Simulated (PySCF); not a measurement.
Cl₃HOZr, SMILES `O[Zr](Cl)(Cl)Cl`.

Method: B3LYP/def2-SVPD; geometry: GFN2-xTB; program: PySCF. Core potentials replace the inner electrons of Zr; spin–orbit coupling isn't included. This is a single-reference result, which may miss multireference character in this system. No frequency check shows the geometry to be a minimum. GFN2-xTB bond lengths at metals and heavier atoms can be off by up to 0.1 Å and shapes distorted, which carries into these values.

Input

```python
import numpy as np
from pyscf import gto, scf, dft
from pyscf.scf import atom_ks, atom_hf
from scipy.linalg import block_diag

def solve(mol, dm0=None, hcore=None):
    mf = (dft.UKS if mol.spin else dft.RKS)(mol, xc='b3lyp')
    mf.grids.level = 3
    mf = mf.density_fit(auxbasis='def2-universal-jkfit')
    mf.conv_tol, mf.max_cycle = 1e-8, 80
    if hcore is not None:
        mf.get_hcore = lambda *args: hcore
    mf.kernel(dm0)
    if not mf.converged:
        mf = mf.newton().run(mf.mo_coeff, mf.mo_occ, max_cycle=30)
    assert mf.converged, 'SCF not converged'
    return mf

mol = gto.M(atom='''
O     -0.02243     0.00204     2.16073
Zr    -0.00135     0.00008     0.34003
Cl    -1.35264     1.50375    -0.67703
Cl    -0.61857    -1.92836    -0.66999
Cl     1.98742     0.42328    -0.65339
H     -0.04223     0.00289     3.12005
''', basis='def2-svpd', ecp={'Zr': 'def2-svpd'}, charge=0, spin=0, verbose=4)
mf = solve(mol)
out = dict(e0=mf.e_tot, dm0=mf.make_rdm1(), c=mf.mo_coeff, occ=mf.mo_occ, eps=mf.mo_energy)
for name, dq, spin in [('cation', 1, 1)]:
    ion = mol.copy().set(charge=mol.charge + dq, spin=spin).build()
    mi = solve(ion)
    if spin and dq > 0 and mol.nao < 130:
        c, _, stable, _ = mi.stability(return_status=True)
        if not stable:
            mi = solve(ion, mi.make_rdm1(c, mi.mo_occ))
    print(name, 'vertical energy change / eV', (mi.e_tot - mf.e_tot) * 27.211386)
    out.update({'e_' + name: mi.e_tot, 'dm_' + name: mi.make_rdm1(), 's2_' + name: mi.spin_square()[0], 'eps_' + name: mi.mo_energy, 'occ_' + name: mi.mo_occ})
# spherically averaged free atoms, for the promolecule
atom_ks.AtomSphAverageRKS.init_guess_by_vsap = lambda self, mol=None: self.init_guess_by_minao(mol)  # core potentials
atm = atom_ks.get_atm_nrks(mol, xc='b3lyp')
pro = block_diag(*[(atm[a[0]][2] * atm[a[0]][3]) @ atm[a[0]][2].T for a in mol._atom])
np.savez('result.npz', pro=pro, **out)
```

Run with:

```sh
OMP_NUM_THREADS=1 python input.py
```

The run took 66 s on 1 thread of Arm Neoverse V1 (shared host), peak memory 0.68 GiB.

Partitions, critical points and surface values were worked out afterwards from this run's density.

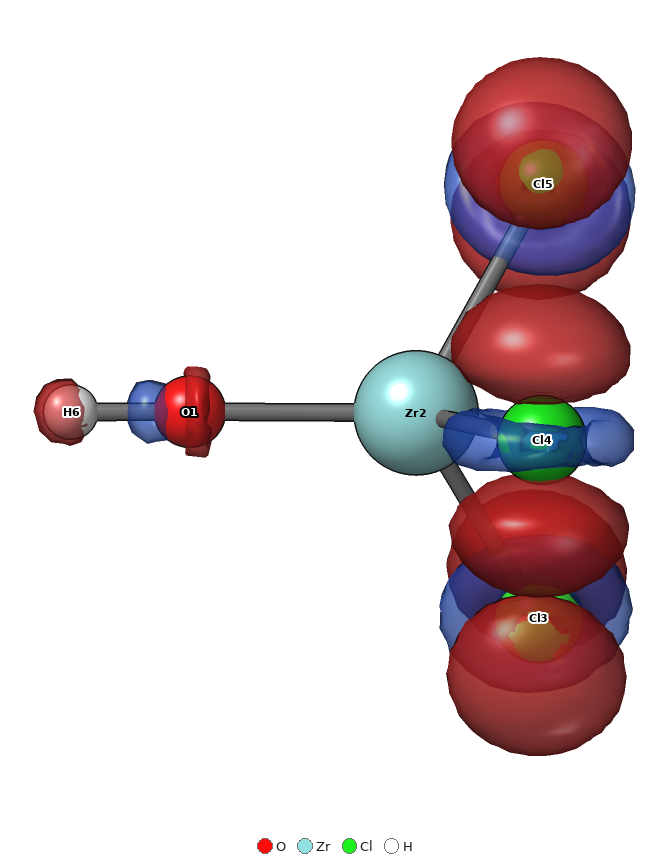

Fukui function f⁻ = ρ(N) − ρ(N−1) at fixed geometry, surfaces at ±0.03 e/Å³ (red positive, blue negative).

**On which atoms does the density change most on removal of an electron?**

f⁻ (Hirshfeld-condensed) is largest on Cl3, Cl4 and Cl5 (0.27 each); the vertical ionisation energy is 11.01 eV (the stability of the cation's solution wasn't checked). Condensed values hint at sites of electrophilic attack but needn't mark the atom that reacts. Orbital relaxation makes it negative in places (0.16 e in all).
